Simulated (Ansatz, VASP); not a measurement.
# Cross-check of BAs between VASP and Ansatz, part 2 of 2

Wanted: the spread between two codes on one cell, functional and k mesh. The cell is taken from a series of VASP runs on this material, whose earlier steps may have relaxed, scaled or displaced it; both programs get it as it stands. Valence electrons are named where the data sets of a main pair hold unlike numbers.

VASP 6.6.1 and Ansatz 0.2.0.

So far: Set-up; VASP: band structure, HSE06.

**3. Ansatz: band structure, HSE06**

Level of this step: Ansatz beside VASP: Kohn-Sham DFT, plane waves, HSE06 (Ansatz).

Ansatz runs on its default PAW (the set named soft_2) files.

The same cell, functional, mesh and smearing now go to Ansatz, which takes its cutoff from its data sets.

Input file input.yaml:

```yaml
crystal:
  lattice:
    - [0.0, 2.3898420644, 2.3898420644]
    - [2.3898420644, 0.0, 2.3898420644]
    - [2.3898420644, 2.3898420644, 0.0]
  atoms:
    - { symbol: B, position: [0.0, 0.0, 0.0] }
    - { symbol: As, position: [0.25, 0.25, 0.25] }
hamiltonian:
  xc: { exchange: pbe, correlation: pbe, exx: { coeff: 0.25, omega: 0.2 } }
  pseudopotentials: { kind: paw }
kpoints:
  mp_grid: { grid: [5, 5, 5] }
  band_path:
    path:
      - [0.0, 0.0, 0.0]
      - [0.4, 0.0, 0.4]
      - [0.5, 0.0, 0.5]
      - [0.5, 0.2, 0.7]
      - [0.4, 0.35, 0.75]
      - [0.15, 0.15, 0.3]
      - [0.2, 0.2, 0.2]
      - [0.55, 0.4, 0.55]
      - [0.6, 0.25, 0.65]
      - [0.5, 0.25, 0.75]
      - [0.5, 0.5, 0.5]
      - [0.375, 0.375, 0.75]
      - [0.5, 0.0, 0.5]
    npoints: 1
scf:
  occupations: { method: gaussian, width: 0.05 }
  n_extra_bands: 7
output:
  forces: true
  stress: true
  eigenvalues: true
  write_density: true
  write_potential: true
  elf: true
  volumetric_format: npy
```

Started as:

```bash
$ ansatz run input.yaml --threads 4 --pin off --max-ram 9216MiB --backend cpu --events-out ev --progress --plain --runs-dir out
```

Numbers of over 12 decimals in the logs are rounded to 6 here.

Output:

```text
Warning: output.stress: scf.convergence.dr2_threshold = 1e-7 eV (the SCF's general default) is looser than the 2e-10 eV advised for a printed stress (1e-10 eV for each atom of the cell: 2). What an SCF threshold leaves in a stress goes as its square root, and in the free energy as the threshold itself, and one threshold admits the most on a small cell: [figures from the program's tests cut] Set scf.convergence.dr2_threshold to 2e-10 eV or tighter. The threshold is an SCF's pass mark: one that does not reach it within its budget of iterations ends unconverged, or closes short of it on a stop that the run arms, and scf.convergence.dr2_threshold's page says what that costs each kind of run
Warning: output.stress: scf.exx.energy_threshold = 1e-6 eV is looser than the 2e-8 eV advised for a stress under a hybrid functional (1e-8 eV for each atom of the cell: 2). Every SCF of the exchange loop can meet its threshold on dr2 while the loop round them stops early: no threshold on dr2 bounds what that leaves in the stress. Set scf.exx.energy_threshold to 2e-8 eV or tighter. The threshold is the loop's pass mark: a loop that does not reach it within its budget of cycles ends unconverged, and scf.exx.energy_threshold's page has the law
scf.n_extra_bands = 7 over 9 filled bands (N_el = 18.0): the run solves 16 bands
Engine: ansatz 0.2.0, aarch64-unknown-linux-gnu
Pseudopotentials: kind: paw
Pseudopotential: B, paw, valence charge 3, recommended cutoff 420 eV (normal), B.paw.azcp
Pseudopotential: As, paw, valence charge 15, recommended cutoff 420 eV (normal), As.paw.azcp
Functional definition: unnamed
  parameter a_1 = 0.25
  parameter omega_1 = 0.2/angstrom
  exchange = pbe_x + (-a_1)*pbe_x_sr(omega_1) + a_1*exact_x_sr(omega_1)
  correlation = pbe_c
Crystal: 2 atoms, lattice volume = 27.298 Å³
Basis set: ecut = 420 eV, 531 PW (Γ), exchange–correlation on 48×48×48 points (8 copies of the dense FFT grid, shifted against one another)
Bands: 16, of which v1, the nominal top of the filled ones, is band 9 counted from 1 (8 counted from 0)
Symmetry: 24 space group operations
Space group: F-43m (ITA 216), of the structure as read, at distance tolerance 3.0e-5 Å
k-points: 10 of 125 (time reversal used)
Non-local potential: B, projectors of the file, l = 0: 2, l = 1: 2, l = 2: 1
Non-local potential: As, projectors of the file, l = 0: 2, l = 1: 2, l = 2: 3, l = 3: 1
PAW form: soft (Blöchl's): semilocal exchange-correlation on the pseudo side does not see the compensation charge
PAW frozen core: B, regenerated for the run's functional, and the local potential with it (the file was generated under x = pbe(κ = 0.804, μ = 0.219515), c = pbe(β = 0.066725))
PAW frozen core: As, regenerated for the run's functional, and the local potential with it (the file was generated under x = pbe(κ = 0.804, μ = 0.219515), c = pbe(β = 0.066725))
PAW one-centre angular grid: B, 110 points (default); XC on 64 Gauss nodes
PAW one-centre angular grid: As, 590 points (default); XC on 64 Gauss nodes
Initial density: superposition of atomic densities (neutral atoms: chi_scale 0, normalization atom), corrected by the library's trained network
Initial wavefunctions: pseudopotential atomic-orbital guess
Functional: x = pbe(κ = 0.804, μ = 0.219515), c = pbe(β = 0.066725), warm-up for x = pbe(κ = 0.804, μ = 0.219515) + 0.25 (exact − pbe) at short range (hse, ω = 0.2 Å⁻¹), c = pbe(β = 0.066725)
SCF iter   1: F=—  HF=-5012.044141 eV  |F-HF|=—  |Δ(HF+E_count)|=         —  Δρ=1.24e-3  dr2=3.24e-4  ethr=1.77e-3  ⟨swp⟩=9.5  Hψ=740  notcnv=0
preconditioner: auto → none  [insulator: Δε(μ)=1.185 eV  Ē_g=15.604 eV  σ=0.050 eV  W_gap=1.00  n_scr=8 (ndim 8)  ℏωp=20.1 eV  f_vac=0.001  D(μ)=0.00/eV (n_scr^D=0)]
SCF iter   2: F=-5012.044272 eV  HF=-5012.044232 eV  |F-HF|=3.99e-5  |Δ(HF+E_count)|=   9.06e-5  Δρ=5.67e-4  dr2=6.75e-5  ethr=1.80e-6  ⟨swp⟩=4.2  Hψ=392  notcnv=0
SCF 1 stopped early in 2 iterations: F = -5012.044272 eV  dr2 = 6.75e-5
  greatest PAW one-centre occupation: 0.999 electrons in one spin orbital (limit 2), on the As atom at site 1 (counted from 0), in its partial waves of l = 2
Initial density: handed on by an earlier stage of this run
Initial wavefunctions: those handed on with the density
Functional: x = pbe(κ = 0.804, μ = 0.219515) + 0.25 (exact − pbe) at short range (hse, ω = 0.2 Å⁻¹), c = pbe(β = 0.066725)
Exchange kernel: α = 0.2500, screened, ω = 0.2000 Å⁻¹, Wigner–Seitz truncation, v(0) = 1111.6477 eV·Å³, q-mesh 5×5×5, nearest image of the exchange supercell L = 16.90 Å, pair-density grid 15×15×15, without the augmentation charges, whose exchange is taken in its separable form by FFT convolution over the k-point mesh (sized by the pseudopotential files, 20×20×20 at the most), smooth part of the exact exchange by density-matrix convolution
Frozen-core exchange: fock
SCF iter   1: F=—  HF=-5013.448140 eV  |F-HF|=—  |Δ(HF+E_count)|=         —  Δρ=6.61e-3  dr2=6.77e-3  ethr=3.75e-6  ⟨swp⟩=5.4  Hψ=692  notcnv=0
preconditioner: auto → none  [insulator: Δε(μ)=1.818 eV  Ē_g=17.411 eV  σ=0.050 eV  W_gap=1.00  n_scr=8 (ndim 8)  ℏωp=20.1 eV  f_vac=0.001  D(μ)=0.00/eV (n_scr^D=0)]
SCF iter   2: F=—  HF=-5013.440404 eV  |F-HF|=—  |Δ(HF+E_count)|=   7.74e-3  Δρ=3.04e-3  dr2=1.79e-3  ethr=3.75e-6  ⟨swp⟩=4.0  Hψ=464  notcnv=0
SCF iter   3: F=—  HF=-5013.440075 eV  |F-HF|=—  |Δ(HF+E_count)|=   3.28e-4  Δρ=1.32e-3  dr2=3.81e-4  ethr=3.75e-6  ⟨swp⟩=2.3  Hψ=253  notcnv=0
SCF iter   4: F=—  HF=-5013.443744 eV  |F-HF|=—  |Δ(HF+E_count)|=   3.67e-3  Δρ=1.11e-3  dr2=1.29e-4  ethr=8.91e-7  ⟨swp⟩=4.0  Hψ=406  notcnv=0
SCF iter   5: F=—  HF=-5013.443678 eV  |F-HF|=—  |Δ(HF+E_count)|=   6.64e-5  Δρ=4.70e-4  dr2=2.32e-5  ethr=7.08e-7  ⟨swp⟩=2.0  Hψ=253  notcnv=0
iter 6 solved again at ethr=5.90e-9 eV; its pass at ethr=1.19e-7 eV (dr2=1.06e-6 eV) is discarded
SCF iter   6: F=-5013.443665 eV  HF=-5013.443666 eV  |F-HF|=9.51e-7  |Δ(HF+E_count)|=   1.23e-5  Δρ=9.84e-5  dr2=3.58e-6  ethr=5.90e-9  ⟨swp⟩=3.1  Hψ=640  notcnv=0  defer=3
SCF 2 stopped early in 6 iterations: F = -5013.443665 eV  dr2 = 3.58e-6
hybrid outer 1: dexx = +4.095e-3 eV, tail = 5.51e-5 eV
Exchange kernel: α = 0.2500, screened, ω = 0.2000 Å⁻¹, Wigner–Seitz truncation, v(0) = 1111.6477 eV·Å³, q-mesh 5×5×5, nearest image of the exchange supercell L = 16.90 Å, pair-density grid 15×15×15, without the augmentation charges, whose exchange is taken in its separable form by FFT convolution over the k-point mesh (sized by the pseudopotential files, 20×20×20 at the most), smooth part of the exact exchange by density-matrix convolution
Frozen-core exchange: fock
SCF iter   1: F=—  HF=-5013.443919 eV  |F-HF|=—  |Δ(HF+E_count)|=         —  Δρ=1.13e-4  dr2=2.21e-6  ethr=1.53e-6  ⟨swp⟩=3.5  Hψ=337  notcnv=0
preconditioner: auto → none  [insulator: Δε(μ)=1.859 eV  Ē_g=17.417 eV  σ=0.050 eV  W_gap=1.00  n_scr=8 (ndim 8)  ℏωp=20.1 eV  f_vac=0.001  D(μ)=0.00/eV (n_scr^D=0)]
SCF iter   2: F=—  HF=-5013.443918 eV  |F-HF|=—  |Δ(HF+E_count)|=   5.73e-7  Δρ=8.56e-6  dr2=6.20e-8  ethr=1.06e-8  ⟨swp⟩=4.0  Hψ=359  notcnv=0
SCF iter   3: F=—  HF=-5013.443919 eV  |F-HF|=—  |Δ(HF+E_count)|=   4.83e-7  Δρ=1.15e-5  dr2=2.23e-8  ethr=4.77e-11  ⟨swp⟩=4.0  Hψ=524  notcnv=0
SCF iter   4: F=-5013.443919 eV  HF=-5013.443919 eV  |F-HF|=4.97e-10  |Δ(HF+E_count)|=   3.89e-9  Δρ=2.96e-6  dr2=1.75e-9  ethr=4.77e-11  ⟨swp⟩=2.9  Hψ=274  notcnv=0
SCF 3 converged in 4 iterations: F = -5013.443919 eV  dr2 = 1.75e-9
  Residual-converged pass: ⟨swp⟩=2.8  Hψ=299  notcnv=0  max |occ|·‖R‖ = 2.3e-6 eV (tolerance 2.4e-6 eV)  dr2=1.76e-9  dr2_onsite=2.41e-10  max |Δocc| = 1.8e-160
hybrid outer 2: dexx = +6.432e-7 eV, tail = 2.30e-8 eV, Δε = 2.61e-3 eV (about 1.03e-4 eV left of the loop's levels)
NSCF: frozen V_eff on 13 k-points
hybrid SCF converged: 2 outer / 10 inner (+2 warm-up), last move |dexx| = 6.43e-7 eV, tail = 2.30e-8 eV
Stability not checked: this state was not tested for a lower state beside it, because the functional holds exact exchange (a hybrid, or Hartree-Fock), whose exchange loop this test does not read (fock_operator; see scf.lower_state_search)
Free energy (F): -5013.443919 eV
Frozen-core exchange: fock
Harris-Foulkes:  -5013.443919 eV  (|F-HF|=4.97e-10)
Internal energy: -5013.443919 eV  (E = F + TS)
E sigma→0 (E₀):  -5013.443919 eV
Fermi energy:    11.636534 eV
--- Per-component energies (eV) ---
  E_band       = -257.637157
  E_kinetic    = 151.148689
  E_local      = -1695.163435  (includes V_loc(G=0)·N_el)
  E_nonlocal   = -658.799742
  E_hartree    = 941.565207
  E_xc         = -90.169726
  E_vxc        = -94.574354  (∫ρ·V_xc dr)
  E_exx        = -66.976613  (= α·E_x^exact, valence–valence)
  E_paw        = -1869.469745  (= ΣΔE_a)
  E_vpaw       = 290.574149  (= ΣTr[D̂ρ^β])
  E_aug_tail   = 0.000007  (compensation charges beyond the density's cutoff)
  E_ewald      = -1724.805853
  E_core_change = -0.772710  (= ΣΔE_core)
  E_smearing   = -0.000000  (= −TS)
  E_closure    = 0.000002  (closes the sum)
  Σ components = -5013.443919   (vs F -5013.443919, Δ=-9.09e-13)
--- Forces (eV/Å), atoms counted from 1 ---
  atom   1  B      0.00000000    -0.00000000     0.00000000
  atom   2  As     0.00000000    -0.00000000     0.00000000
  max |Σ_I F_I| component: 5.22e-16 eV/Å
--- Stress (GPa, compression-positive) ---
       -0.584708       0.000000      -0.000000
        0.000000      -0.584708       0.000000
       -0.000000       0.000000      -0.584708
  P = ⅓ Tr σ = -0.5847 GPa (-5.847 kbar)
--- Band table (eV; the first three rows and the last of 10) ---
  k-point 0: bands = [... 5 lower, -6.2280, 10.7076, 10.7076, 10.7076, 14.8487, 14.8487, 14.8487, 16.5898, ... 3 higher]
  k-point 1: bands = [... 5 lower, -5.5125, 6.6302, 9.7714, 9.7714, 14.8332, 16.0477, 16.0477, 19.1421, ... 3 higher]
  k-point 2: bands = [... 5 lower, -3.6384, 1.9806, 8.8421, 8.8421, 14.3556, 16.4874, 16.4874, 20.7718, ... 3 higher]
  k-point 9: bands = [... 5 lower, -2.0860, 2.2535, 4.7548, 6.1916, 16.0626, 17.0025, 17.8957, 21.7979, ... 3 higher]
```

Elapsed: 14 s, on 4 threads of Arm Neoverse V1, shared host; peak memory 0.62 GiB; 50 s of CPU time.

**4. Side by side**

Known differences besides the potentials themselves: exact exchange at q = 0 is treated differently, which shows on coarse meshes; VASP keeps PBE cores, Ansatz makes them for the functional; the data sets hold 18 valence electrons in Ansatz (on its default PAW (the set named soft_2) files) and 8 in VASP; VASP takes a coarser grid for exact exchange (PRECFOCK = Fast). Total energies have different zeros and are not compared.

Compared:

```
                     quantity  Ansatz   VASP  difference
gap over the path points (eV)   1.859  1.867      -0.008
```

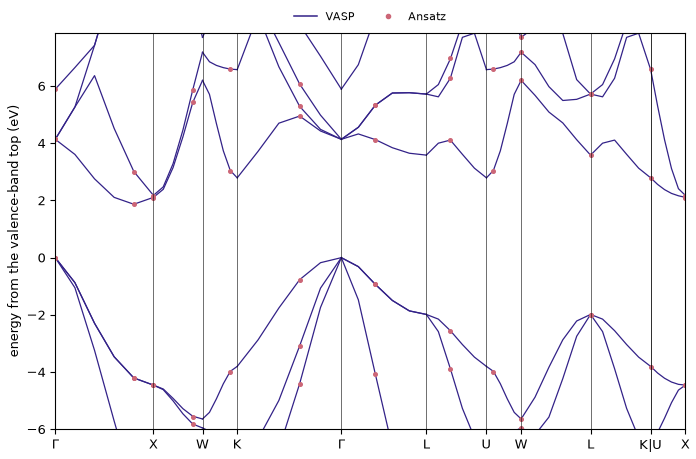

Bands from VASP (lines) and levels from Ansatz (dots). Dots without a line are higher empty bands that the VASP plot leaves out.

Levels at points of the path, from each program's valence-band top (eV; 3 filled, then empty):

| k (reciprocal lattice) | Ansatz | VASP |
| --- | --- | --- |
| 0.000 0.000 0.000 | 0.00 0.00 0.00 4.14 4.14 4.14 | 0.00 0.00 0.00 4.14 4.14 4.14 |
| 0.400 0.000 0.400 | -8.09 -4.21 -4.21 1.86 3.01 11.91 | -8.08 -4.21 -4.21 1.87 3.01 11.87 |
| 0.500 0.000 0.500 | -9.48 -4.47 -4.47 2.10 2.17 13.01 | -9.47 -4.46 -4.46 2.11 2.18 12.96 |
| 0.500 0.200 0.700 | -9.04 -5.83 -5.55 5.43 5.86 9.04 | -9.04 -5.82 -5.54 5.42 5.86 9.01 |
| 0.400 0.350 0.750 | -9.05 -6.45 -3.98 3.04 6.60 10.26 | -9.04 -6.44 -3.97 3.05 6.59 10.23 |
| 0.150 0.150 0.300 | -4.41 -3.09 -0.77 4.95 5.30 6.08 | -4.40 -3.08 -0.77 4.95 5.29 6.07 |
| 0.200 0.200 0.200 | -4.08 -0.94 -0.94 4.13 5.34 5.34 | -4.07 -0.93 -0.93 4.13 5.33 5.33 |
| 0.550 0.400 0.550 | -9.42 -3.89 -2.56 4.11 6.28 6.97 | -9.40 -3.88 -2.55 4.11 6.27 6.95 |
| 0.600 0.250 0.650 | -9.05 -6.45 -3.98 3.04 6.60 10.26 | -9.04 -6.44 -3.97 3.05 6.59 10.23 |
| 0.500 0.250 0.750 | -8.98 -5.97 -5.65 6.21 7.18 7.72 | -8.98 -5.95 -5.64 6.20 7.18 7.70 |

Among the levels compared at these points, filled levels agree within 14 meV and empty ones within 56 meV.

**5. Summary of results**

- largest difference of a filled level at the path points (band structure, HSE06): 14 meV

What this shows: The largest difference of a filled level at the path points is 14 meV (band structure, HSE06), within the 80 meV picked in this series as the mark of a large difference. The data sets hold unlike numbers of valence electrons (18 in Ansatz and 8 in VASP), so part of the differences comes from the potentials. Such differences can come from data sets, numerical settings and the points named under the comparisons, not from the functional's error against experiment.

[Lines on the potential files, build, host, timing and source positions are cut from VASP's logs without a mark.]

[Logs are printed without paths, hosts, clocks, repeated set-up lines and the standing remarks that a program may print on its own settings, such as how far it seeks lower states.]

[Hosts, paths, dates, database ids (printed as entryN), source tags and the programs' standing remarks are cut or masked in the printed files.]
